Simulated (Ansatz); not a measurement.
**SiF4···H2Se: density, localisation and related maps**

Input

```
crystal:
  periodic: [false, false, false]
  atoms:
    - {symbol: Si, position_ang: [-1.118791, -0.608132, -0.636205]}
    - {symbol: F, position_ang: [0.224866, -1.406347, -0.662008]}
    - {symbol: F, position_ang: [-2.249531, -1.535502, -1.194629]}
    - {symbol: F, position_ang: [-1.492132, -0.210393, 0.828259]}
    - {symbol: F, position_ang: [-1.024909, 0.656486, -1.547287]}
    - {symbol: H, position_ang: [2.622950, 0.614603, 0.364856]}
    - {symbol: Se, position_ang: [1.597240, 1.579464, 0.775639]}
    - {symbol: H, position_ang: [1.440308, 0.909922, 2.071275]}
basis:
  gaussian: {orbitals: def2-TZVPP}
hamiltonian: {xc: pbe0, dispersion: d4}
output: {orbitals: {seedname: orbitals}}
```

Launched as:

```sh
ansatz run in.yaml --threads 8 --pin off --events-out ev --progress --plain --max-ram 19148MiB
```

The reactant side of a reaction path; geometry: PBE0-D4/def2-TZVP.

Level of theory: RKS PBE0-D4/def2-TZVPP in Ansatz.

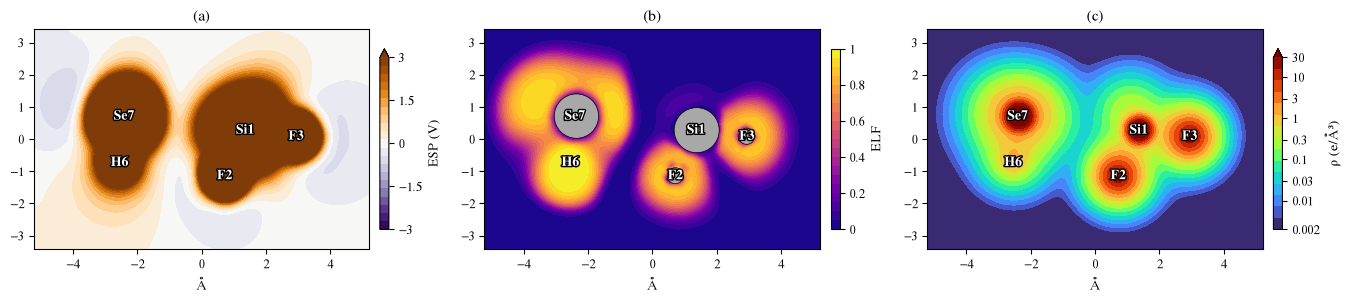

Figure 1. (a) molecular electrostatic potential; (b) electron localisation function; (c) electron density on the plane of atoms F2, Si1 and F3. Grey discs cover the atomic cores in the ELF map.

What does the map show?

The section cuts through Si, F, H and Se sites.
Si1···Se7 (3.76 Å): the density falls to about 0.04 e/Å³ on the way; the ELF dips to about 0 between them (a non-bonded, intermolecular contact).
Si–F (1.56 Å): ρ is about 1.3 e/Å³ halfway; the ELF peaks at about 0.85 in the valence shell of F, 0.5 Å from its nucleus, and is about 0.45 at the midpoint.
Se–H (1.47 Å): the density is about 1.4 e/Å³ at the midpoint; the ELF climbs to about 1 towards the hydrogen, as it does in any bond to H.
The ELF also peaks beside F2, F3 and Se7, away from the bonds: lone-pair regions.
Outside the dense part of the complex the potential is most negative (−0.7 V) near Se7.

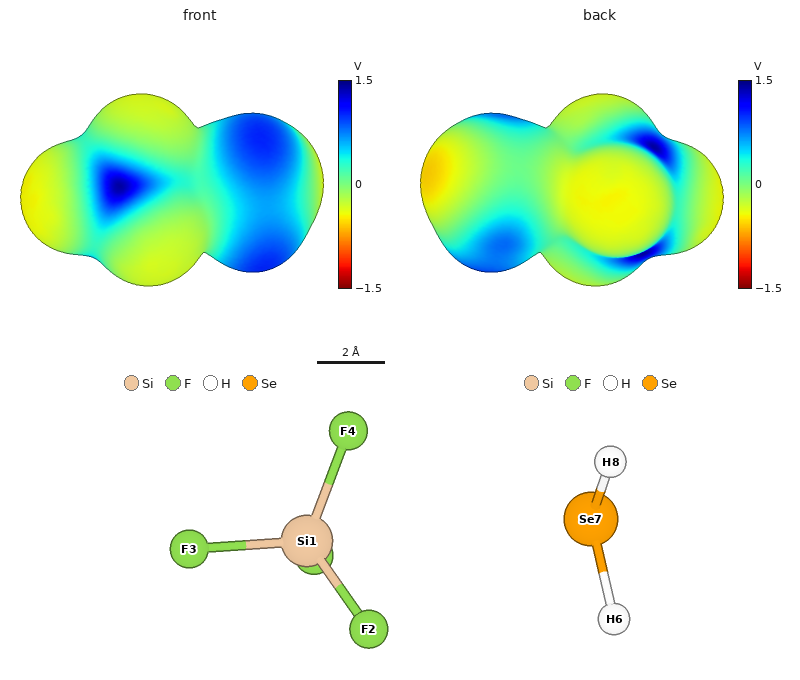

Figure 2. The electrostatic potential painted on the density surface at 0.001 e/bohr³, seen from the front and from behind; the colour scale runs from red (negative) to blue (positive). The bare structure is drawn below in the same view.

Describe the electrostatic potential map.

The most negative region (about −0.6 V) lies over Se7, the most positive (about +1.3 V) over Si1.

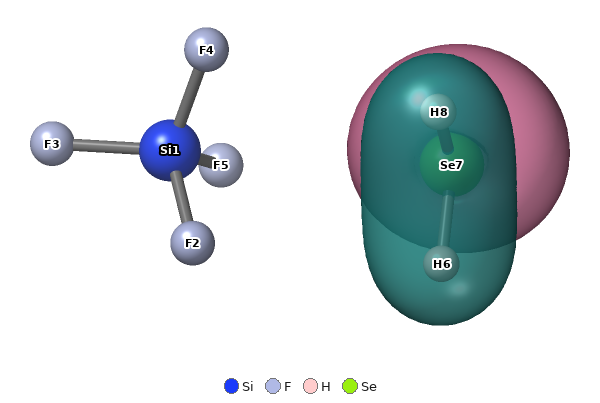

Figure 3. The HOMO−1 at ±0.1 Å⁻³ᐟ² (teal and pink are the two phases), seen at a tilt.

Where does this orbital lie, and at what energy?

By Hirshfeld shares it lies mainly on Se7 (about 75 %), H6 (about 10 %) and H8 (about 10 %); largely a lone pair of Se7. Its energy is −10.22 eV.
